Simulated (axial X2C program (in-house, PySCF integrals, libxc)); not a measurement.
# TcSe: bond curves with and without spin–orbit coupling, part 2 of 2

Computed with an in-house X2C program for linear molecules on PySCF integrals; all-electron X2C, Tc dyall-cv3z, Se dyall-cv3z.

**9. PBE0, 2c**

State followed: Ω = 5/2 (excess of +ω over −ω: ω = 5/2). The scan is laid around 2.257 Å, a first estimate of the minimum, and this SCF restarts from the orbitals of the search.

The SCF at the reference distance of 2.257 Å:

```text
two-component X2C + atomic mean field  PBE0
basis functions 252  fitting functions 1260  grid points 5804
iter        total energy     max residual
   1      -6711.663070931     2.53e+00
   2      -6712.228714860     5.89e-03
   3      -6712.228264016     8.13e-03
   4      -6712.229623997     3.34e-04
   5      -6712.229622632     4.42e-04
   6      -6712.229621680     5.06e-04
   7      -6712.229628796     6.47e-05
   8      -6712.229628919     1.09e-05
   9      -6712.229628931     4.37e-06
  10      -6712.229628932     8.65e-07
converged
one-electron -9967.57822089  Coulomb 3133.28424928  exact exchange -53.55688930  xc functional -164.20075143  nuclear repulsion 342.78116188  atomic mean-field constant -2.95917847
```

Along the bond, energies from the lowest point:

| R (Å) | E (eV) | μ (D) | HOMO (eV) | LUMO (eV) | iterations |
| --- | --- | --- | --- | --- | --- |
| 1.964 | 1.2590 | -3.30 | -5.52 | -2.59 | 16 |
| 2.054 | 0.5100 | -3.76 | -5.63 | -2.56 | 14 |
| 2.122 | 0.1955 | -4.10 | -5.70 | -2.56 | 13 |
| 2.189 | 0.0382 | -4.42 | -5.75 | -2.57 | 13 |
| 2.257 | 0.0000 | -4.73 | -5.79 | -2.72 | 10 |
| 2.336 | 0.0667 | -5.06 | -5.82 | -2.88 | 14 |
| 2.415 | 0.2185 | -5.35 | -5.83 | -3.03 | 14 |
| 2.517 | 0.4949 | -5.68 | -5.83 | -3.21 | 16 |
| 2.641 | 0.8996 | -5.96 | -5.81 | -3.39 | 16 |
| 2.821 | 1.5156 | -6.10 | -5.65 | -3.58 | 19 |

Dipoles are positive if Se is the positive end.

Outer spinors at the reference distance:

```
   ω  occupied  ε (eV)              atomic character     λ mixture
 1/2       yes  -18.14   70% Se s, 11% Tc d, 9% Tc p        100% σ
-1/2       yes  -17.71  70% Se s, 10% Tc d, 10% Tc p        100% σ
-1/2       yes   -9.14            81% Tc d, 17% Se p        100% π
 1/2       yes   -9.12   63% Tc d, 30% Se p, 4% Se s        100% σ
 3/2       yes   -9.02            82% Tc d, 16% Se p        100% π
-3/2       yes   -8.83                     100% Tc d        100% δ
 5/2       yes   -8.61                     100% Tc d        100% δ
-1/2       yes   -7.97   65% Se p, 22% Tc d, 6% Tc s   99% σ, 1% π
 1/2       yes   -6.96  44% Se p, 26% Tc d, 25% Tc s  52% σ, 48% π
 1/2       yes   -6.74  44% Se p, 25% Tc s, 25% Tc d  52% π, 48% σ
-3/2       yes   -6.66   54% Se p, 38% Tc d, 4% Tc p        100% π
-1/2       yes   -6.00  63% Se p, 19% Tc d, 12% Tc p   99% π, 1% σ
 3/2       yes   -5.79  64% Se p, 18% Tc d, 13% Tc p        100% π
 1/2        no   -2.72  41% Tc p, 26% Tc s, 22% Se p        100% σ
-1/2        no   -2.57   52% Tc s, 39% Tc d, 6% Se p        100% σ
 3/2        no   -2.24                      99% Tc d        100% δ
 1/2        no   -2.18   62% Tc d, 22% Se p, 9% Tc p        100% π
```

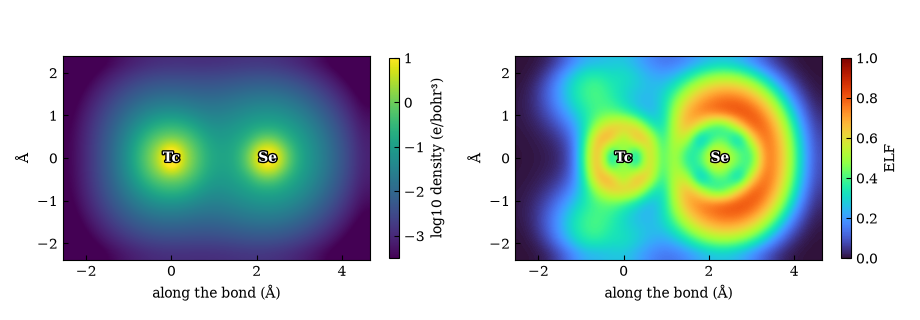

PBE0 fields in a plane through the axis, from a grid of 0.3 Å; Tc lies at z = 0 and Se at z = 2.257 Å; the ELF is damped to zero where the density is low.

Re = 2.249 Å, ωe = 351 cm⁻¹, ωexe = 0.767 cm⁻¹, Be = 0.07541 cm⁻¹, De = 3.94 eV, μ = -4.69 D.

**10. HF, 2c**

Output at 2.257 Å:

```text
two-component X2C + atomic mean field  HF
basis functions 252  fitting functions 1260  grid points 5804
iter        total energy     max residual
   1      -6708.699545414     3.10e-01
   2      -6708.740390491     1.42e-02
   3      -6708.745132101     1.17e-02
   4      -6708.749662124     4.76e-03
   5      -6708.751943980     3.36e-03
   6      -6708.753657113     2.26e-03
   7      -6708.754763929     1.44e-03
   8      -6708.755554370     1.03e-03
   9      -6708.755872997     6.36e-04
  10      -6708.755987487     3.45e-04
  11      -6708.756018486     1.66e-04
  12      -6708.756034627     1.51e-04
  13      -6708.756045725     1.22e-04
  14      -6708.756049996     9.56e-05
  15      -6708.756052048     7.69e-05
  16      -6708.756053841     5.22e-05
  17      -6708.756055005     2.54e-05
  18      -6708.756055343     5.76e-06
  19      -6708.756055361     2.29e-06
  20      -6708.756055362     1.21e-06
converged
one-electron -9965.15746560  Coulomb 3130.99955058  exact exchange -214.42012375  xc functional 0.00000000  nuclear repulsion 342.78116188  atomic mean-field constant -2.95917847
```

No constants are quoted: the points don't follow one smooth fit.

**11. PBE, 2c**

Output at 2.257 Å:

```text
two-component X2C + atomic mean field  PBE
basis functions 252  fitting functions 1260  grid points 5804
iter        total energy     max residual
   1      -6712.131517136     1.03e-01
   2      -6712.126716606     1.99e-02
   3      -6711.944574049     7.40e-02
   4      -6712.137065135     4.65e-03
   5      -6712.137688092     2.17e-03
   6      -6712.137769028     1.05e-03
   7      -6712.137804797     7.08e-05
   8      -6712.137804766     6.76e-05
   9      -6712.137804905     1.07e-05
  10      -6712.137804908     4.57e-06
  11      -6712.137804909     1.00e-06
converged
one-electron -9967.12032094  Coulomb 3132.77585565  exact exchange 0.00000000  xc functional -217.61532303  nuclear repulsion 342.78116188  atomic mean-field constant -2.95917847
```

Re = 2.262 Å, ωe = 341 cm⁻¹, ωexe = 0.781 cm⁻¹, Be = 0.07457 cm⁻¹, De = 4.40 eV, μ = -3.83 D.

**12. MP2 and beyond, 2c**

Correlated methods: 13 electrons correlated (frozen shells, counted by type: Tc 4 s, 3 p, 1 d; Se 3 s, 2 p, 1 d), 297 virtual spinors in MP2, 110 natural virtuals in coupled cluster.

Output of the correlated part at 2.257 Å:

```text
correlated 13  virtual 297  natural virtual 110  E(MP2) -0.292695190  MP2 remainder -0.009343246
iter   CCSD correlation   residual
   1     -0.288501557   1.62e-01
   2     -0.297986479   9.16e-02
   3     -0.305258891   5.54e-02
   4     -0.307919771   3.04e-02
   5     -0.309376644   1.45e-02
   6     -0.309619721   5.39e-03
   7     -0.309681101   2.22e-03
   8     -0.309696502   1.10e-03
   9     -0.309674234   5.97e-04
  10     -0.309685585   2.82e-04
  11     -0.309679646   1.33e-04
  12     -0.309682340   7.41e-05
  13     -0.309680664   4.33e-05
  14     -0.309680122   2.10e-05
  15     -0.309679902   9.40e-06
  16     -0.309679775   4.87e-06
  17     -0.309679726   2.59e-06
  18     -0.309679713   1.48e-06
(T) -0.018591885  T1 0.0884  D1 0.1906  max T2 0.055
```

MP2: No constants are quoted: the reference is strongly spin-contaminated.

CCSD: Re = 2.251 Å, ωe = 363 cm⁻¹, Be = 0.07525 cm⁻¹, De = 2.81 eV. T1 at Re = 0.062 (Lee–Taylor, the printed value over √2).

CCSD(T): Re = 2.247 Å, ωe = 372 cm⁻¹, ωexe = 0.408 cm⁻¹, Be = 0.07557 cm⁻¹, De = 3.06 eV. T1 at Re = 0.061 (Lee–Taylor, the printed value over √2).

**13. A higher determinant, 2c**

State: Ω = 1/2 (excess of +ω over −ω: ω = -1/2, ω = -3/2, ω = 5/2).

Output at the reference distance:

```text
two-component X2C + atomic mean field  PBE0
basis functions 252  fitting functions 1260  grid points 5804
iter        total energy     max residual
   1      -6711.618941241     2.54e+00
   2      -6712.192685259     5.73e-03
   3      -6712.192069395     8.00e-03
   4      -6712.193580389     1.20e-03
   5      -6712.193543518     1.69e-03
   6      -6712.193630862     1.27e-04
   7      -6712.193631689     7.43e-05
   8      -6712.193631868     3.32e-05
   9      -6712.193632023     1.26e-05
  10      -6712.193632039     4.50e-06
  11      -6712.193632040     1.52e-06
converged
one-electron -9966.83497857  Coulomb 3132.51205046  exact exchange -53.53891497  xc functional -164.15377237  nuclear repulsion 342.78116188  atomic mean-field constant -2.95917847
```

| R (Å) | E above the lowest PBE0 point (eV) |
| --- | --- |
| 1.964 | 1.985 |
| 2.054 | 1.370 |
| 2.122 | 1.126 |
| 2.189 | 1.009 |
| 2.257 | 0.980 |
| 2.336 | 1.021 |
| 2.415 | 1.116 |
| 2.517 | 1.287 |
| 2.641 | 1.536 |

Re = 2.251 Å, ωe = 288.2 cm⁻¹, ωexe = 0.987 cm⁻¹, Be = 0.07524 cm⁻¹, μ = -3.35 D. Te = 0.98 eV.

**14. The 2c curves together**

Energy (eV) of the followed determinant, 2c, from each level's lowest point:

| R (Å) | PBE0 | HF | MP2 (spin-contaminated) | CCSD | CCSD(T) | PBE |
| --- | --- | --- | --- | --- | --- | --- |
| 1.964 | 1.259 | 2.152 | 0.981 | n/a | n/a | 1.326 |
| 2.054 | 0.510 | 1.218 | 0.308 | 0.545 | 0.535 | 0.557 |
| 2.122 | 0.196 | 0.767 | 0.064 | 0.213 | 0.204 | 0.228 |
| 2.189 | 0.038 | 0.469 | 0.000 | 0.044 | 0.038 | 0.055 |
| 2.257 | 0.000 | 0.281 | 0.083 | 0.000 | 0.000 | 0.000 |
| 2.336 | 0.067 | 0.152 | 0.308 | 0.068 | 0.080 | 0.047 |
| 2.415 | 0.218 | 0.078 | 0.602 | 0.233 | 0.261 | 0.179 |
| 2.517 | 0.495 | 0.019 | 0.920 | 0.534 | 0.601 | 0.429 |
| 2.641 | 0.900 | 0.000 | 1.141 | n/a | n/a | 0.806 |
| 2.821 | 1.516 | 0.095 | 1.378 | n/a | n/a | 1.400 |

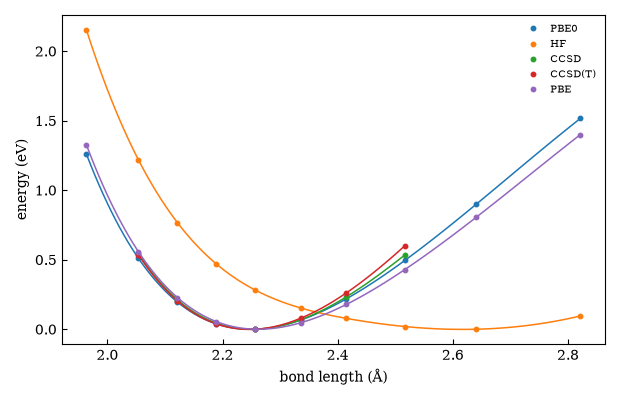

Curves of the followed state, 2c, each from its own lowest point. Left out: MP2.

Time for the job: 10 min (1 thread of Arm Neoverse N1, shared host); peak memory 1.3 GiB.

**15. Constants**

The summary covers parts 1 to 2.

Lowest determinant that the search found at its distance, spin-free: M_S = 5/2, Λ = 0 (beyond closed shells: σα, π+α, π-α, δ+α, δ-α).

Lowest determinant that the search found at its distance, 2c: Ω = 5/2 (excess of +ω over −ω: ω = 5/2).

```
Hamiltonian    level  Re (Å)  ωe (cm⁻¹)  De (eV)  μ (D)
  spin-free     PBE0   2.248        353     4.00  -4.70
  spin-free       HF   2.438      212.7     1.43  -5.55
  spin-free     CCSD   2.250        361     2.93    n/a
  spin-free  CCSD(T)   2.246        370     3.18    n/a
  spin-free      PBE   2.261        342     4.45  -3.84
         2c     PBE0   2.249        351     3.94  -4.69
         2c     CCSD   2.251        363     2.81    n/a
         2c  CCSD(T)   2.247        372     3.06    n/a
         2c      PBE   2.262        341     4.40  -3.83
```

Dipoles are positive if Se is the positive end. No constants: spin-free MP2 (the reference is strongly spin-contaminated); 2c HF (the points don't follow one smooth fit); 2c MP2 (the reference is strongly spin-contaminated).

Time per point (s) on 1 thread of Arm Neoverse N1, shared host (2c runs; CCSD comes with the CCSD(T) run); the times are rough: PBE0 2.9, CCSD(T) 25, PBE 1.2.

In words: At CCSD(T), going from spin-free to two-component changes Re by 0 mÅ, ωe by +0.5 %; the spin-free picture holds up (part of it comes from the scalar share of the two-electron terms). De moves by -0.12 eV; both De rest on single-determinant atoms, which can miss part of an open shell's spin–orbit lowering.

De refers to Tc + Se, each in the lowest determinant found, which need not be this curve's own limit. Each curve is one determinant whose occupation by symmetry is held fixed; it was picked as the lowest of a PBE0 search that is not exhaustive. De is counted from the lowest determinant-based energies of the atoms at the same level, without counterpoise correction. Density functionals use the spin component along the axis (collinear). CCSD and (T) use frozen natural virtuals with an MP2 correction for the truncation. With several unpaired electrons one determinant need not be a pure state. The spin-free determinant is spin-contaminated at some levels. T1 at Re is 0.062 (Lee–Taylor), above the customary mark of 0.02.
